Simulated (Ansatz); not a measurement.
System: SiP5.

The calculation's input:

```
crystal:
  lattice:
    - [3.4790718674, 0.0, 0.0]
    - [0.0, 3.4590925093, 0.0]
    - [-0.0801581386, 0.0, 7.3748038572]
  atoms:
    - { symbol: Si, position: [0.0, 0.0, 0.0] }
    - { symbol: P, position: [0.5140442576, 0.5, 0.6662153213] }
    - { symbol: P, position: [0.9876223079, 0.0, 0.6724752169] }
    - { symbol: P, position: [0.4859557424, 0.5, 0.3337846787] }
    - { symbol: P, position: [0.0123776921, 0.0, 0.3275247831] }
    - { symbol: P, position: [0.5, 0.5, 0.0] }
basis:
  ecutwfc: 420
kpoints:
  mp_grid: { grid: [10, 10, 4] }
hamiltonian:
  xc: pbe
scf:
  occupations: { method: gaussian, width: 0.1 }
output:
  forces: true
  stress: true
  eigenvalues: true
  write_density: true
  write_potential: true
  elf: true
  volumetric_format: npy
relax:
  adjacent_minimum: "off"
  f_tol: 0.01
  max_steps: 80
  cell: { stress_tol: 0.05 }
```

Launched as:

```sh
ansatz run input.yaml --threads 1 --pin off --max-ram 2560MiB --backend cpu --events-out ev --progress --plain --runs-dir out
```

Below, planes, directions and counts refer to the conventional cell (a = 3.54 Å, b = 3.46 Å, c = 7.50 Å, α = 90.00°, β = 91.79°, γ = 90.00°).

The fields are those of the relaxed geometry.

Space group P2/m; a structure from a database of computed crystals, not necessarily the ambient phase; a generated structure, not necessarily the stable one; computed without spin polarisation.

All numbers below come from DFT PBE, scalar-relativistic, plane waves, PAW (Ansatz).

What can the converged valence pseudo-density and electron localisation function tell about the bonding?

Answer. P–P (2.30 Å): ρ is about 0.68 e/Å³ halfway; the ELF peaks at about 0.90 between the atoms.
Si–P (2.45 Å): the density is about 0.5 e/Å³ at the midpoint; the ELF peaks at about 0.90 between the atoms.
P–P (2.47 Å): the density is about 0.5 e/Å³ at the midpoint; the ELF peaks at about 0.85 between the atoms.
P–P (2.52 Å): ρ is about 0.44 e/Å³ halfway; the ELF peaks at about 0.85 between the atoms.

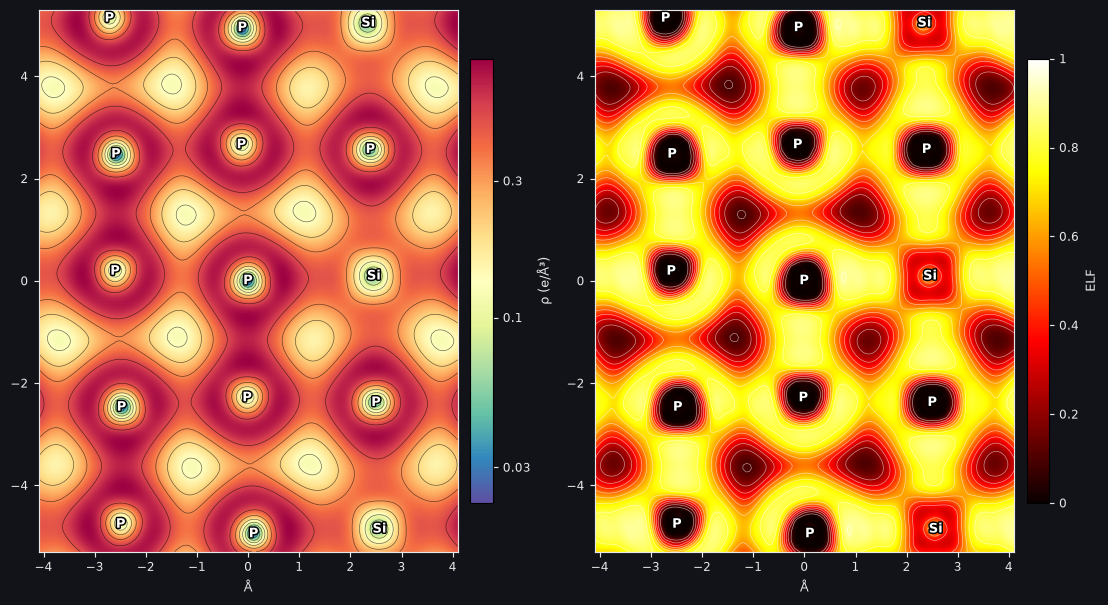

Computed valence pseudo-density and electron localisation function on the (110) plane of the conventional cell, in this order. 

The density is the valence pseudo-density of a PAW calculation; it isn't the true density close to the nuclei.
